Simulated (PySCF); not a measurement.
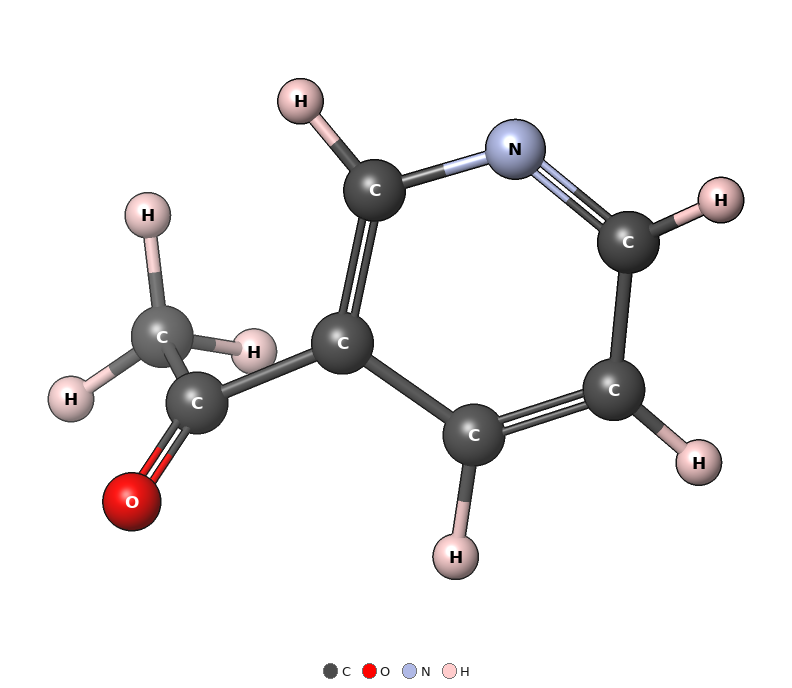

Orthographic view. Distant atoms are faded towards the background colour. Geometry: a frame of a GFN2-xTB molecular-dynamics simulation, not a minimum.

Give the standard InChI.

Answer. InChI=1S/C7H7NO/c1-6(9)7-3-2-4-8-5-7/h2-5H,1H3
